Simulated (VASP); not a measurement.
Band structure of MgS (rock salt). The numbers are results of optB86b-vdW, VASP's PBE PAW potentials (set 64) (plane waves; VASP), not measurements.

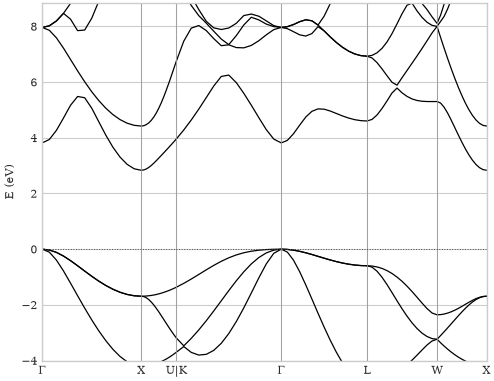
Figure: Bands along high-symmetry lines, zero at the valence-band maximum or, without a gap, the Fermi level

### Question
Read the plot: is there a gap, and where are the band edges?

### Answer
The gap is indirect, 2.83 eV, from the valence maximum at Γ to the conduction minimum at X. (Edges off the drawn lines would not show.)

The compound is MgS in the rock salt structure. It was relaxed first.
